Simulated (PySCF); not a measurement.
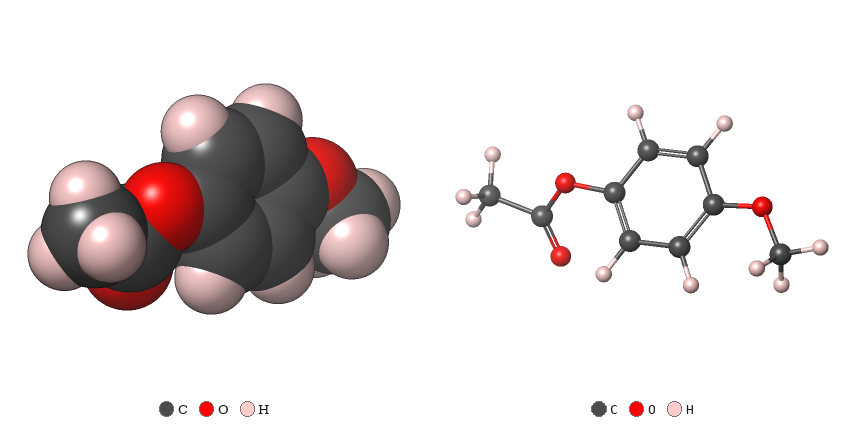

The same structure drawn twice, from different directions.

> Which formula does it have?

C9H10O3, 22 atoms: 9 carbon, 10 hydrogen and 3 oxygen.

> Name some functional groups or characteristic bonds that it holds.

Among them: ether, ester.

> Does it have rings?

Independent rings (smallest set): 1 of 6 members, 1 of them aromatic.

> How many bonds of each kind are drawn?

10 C–H, 7 C–C, 5 C–O.

> Give a SMILES string for it.

COc1ccc(OC(C)=O)cc1

More results for the same structure follow; atom numbers are the same in all pictures, views and colours differ. The computed structure is the end point of a PBE0-D3(BJ)/def2-SVP optimisation. No frequency run is at hand to confirm it as a minimum.

### Geometry

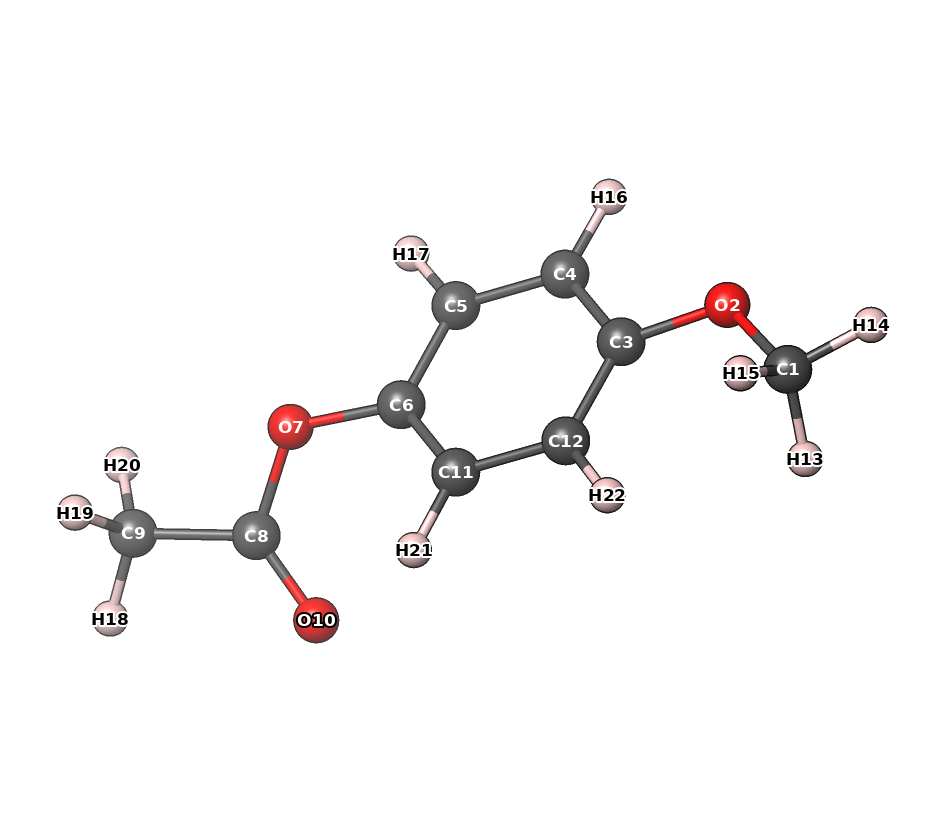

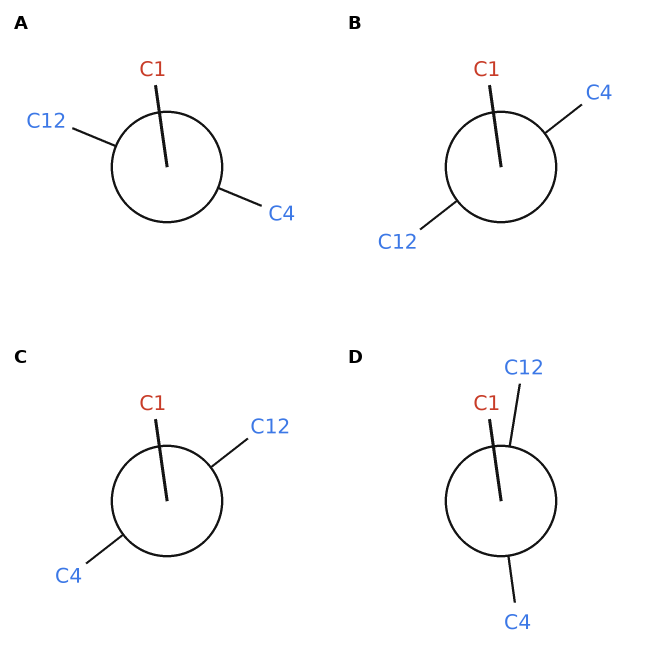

Distant atoms are faded towards the background colour. Bonds that would overlap in a projection are set slightly apart. No frequency run is at hand to confirm it as a minimum.

> Which Newman projection shows the view along O2–C3, with O2 in front?

D. The torsion angle C1–O2–C3–C4 is 180°, antiperiplanar (anti).

### NMR shielding

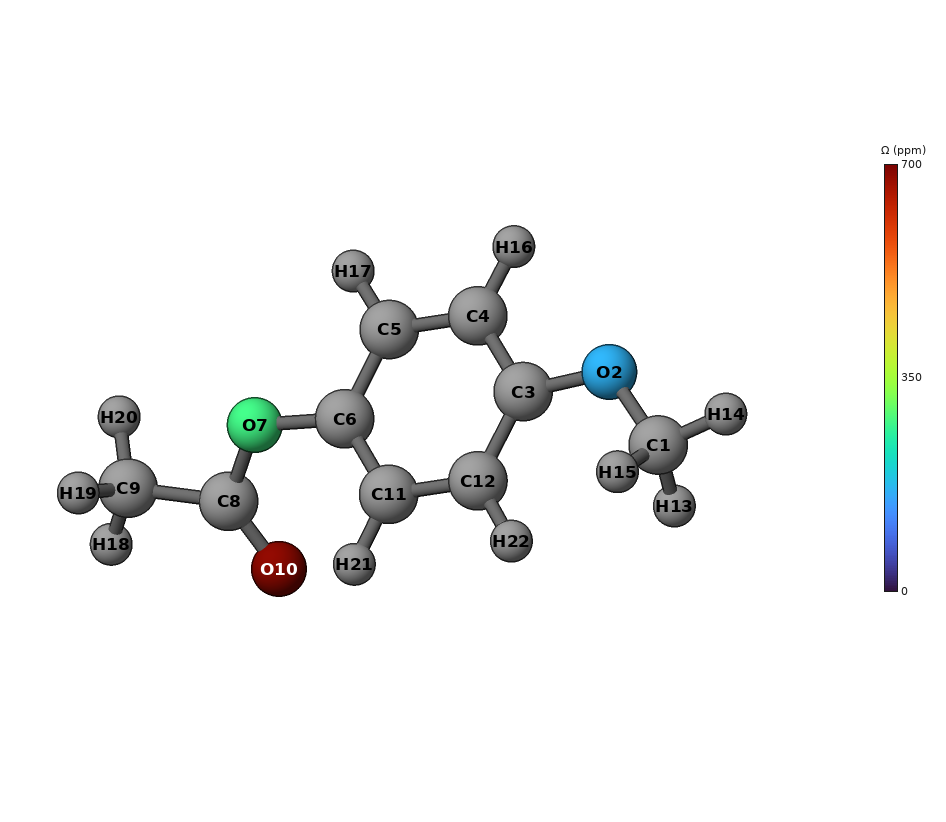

The O atoms are coloured by the span of their shielding tensor. No frequency run is at hand to confirm it as a minimum. Properties computed with GIAO PBE0/pcSseg-1 NMR shielding, non-relativistic, IEF-PCM benzene (PySCF 2.14.0). Principal shieldings σ11 ≤ σ22 ≤ σ33, span Ω = σ33 − σ11, skew κ = 3(σiso − σ22)/Ω.

> Which O atom has the most anisotropic shielding?

O10, with a span of 683 ppm.

Give the shielding tensors of the O atoms.

| atom | σ11 | σ22 | σ33 | σiso | Ω | κ |
| --- | --- | --- | --- | --- | --- | --- |
| O2 | 129.6 | 275.9 | 296.4 | 234.0 | 166.7 | −0.76 |
| O7 | −71.5 | 136.5 | 206.2 | 90.4 | 277.6 | −0.50 |
| O10 | −388.2 | −205.3 | 294.4 | −99.7 | 682.6 | 0.46 |

Shieldings and span in ppm.

### Bond orders

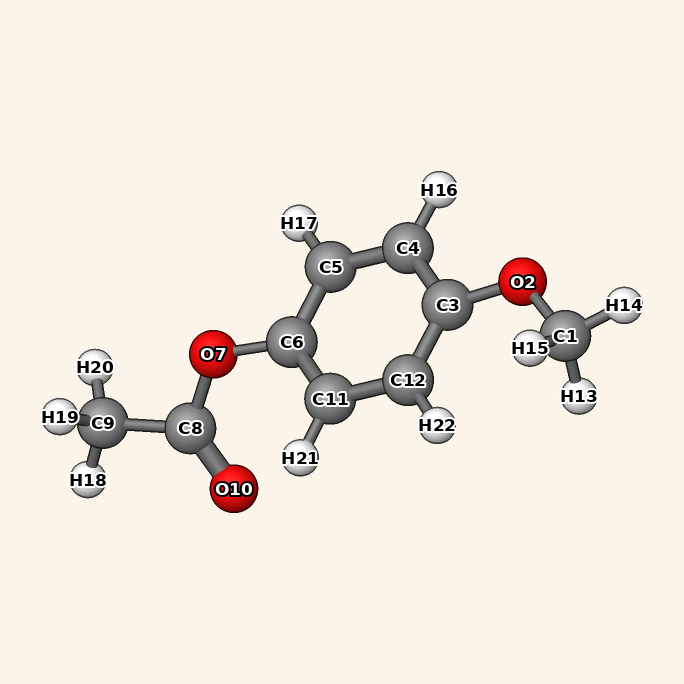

The thickness of each stick grows with its Mayer bond order. No frequency run is at hand to confirm it as a minimum. Computed with PBE0/pcSseg-1 in acetonitrile (IEF-PCM) (PySCF 2.14.0).

> Which bond between heavy atoms has the highest Mayer bond order?

C8–O10, 1.97, at a length of 1.198 Å.

List the Mayer bond orders of C1–O2, O2–C3, C3–C4, C3–C12, C4–C5, C5–C6, C6–O7, C6–C11, O7–C8, C8–C9, C8–O10, C11–C12 (bonds between heavy atoms, one of each equivalent set).

| bond | Mayer order | length (Å) |
| --- | --- | --- |
| C1–O2 | 0.90 | 1.399 |
| O2–C3 | 1.01 | 1.349 |
| C3–C4 | 1.37 | 1.402 |
| C3–C12 | 1.36 | 1.399 |
| C4–C5 | 1.48 | 1.386 |
| C5–C6 | 1.41 | 1.395 |
| C6–O7 | 0.83 | 1.382 |
| C6–C11 | 1.42 | 1.390 |
| O7–C8 | 1.04 | 1.355 |
| C8–C9 | 1.03 | 1.499 |
| C8–O10 | 1.97 | 1.198 |
| C11–C12 | 1.43 | 1.396 |

### Electronic properties

No frequency run is at hand to confirm it as a minimum. Method: PBE0/pcSseg-1 in benzene (IEF-PCM) (PySCF 2.14.0).

> Give the HOMO energy (Kohn–Sham orbital) at this level.

−6.36 eV.

> Give the HOMO–LUMO gap at this level.

5.97 eV.

> What is the dipole moment?

1.37 D.
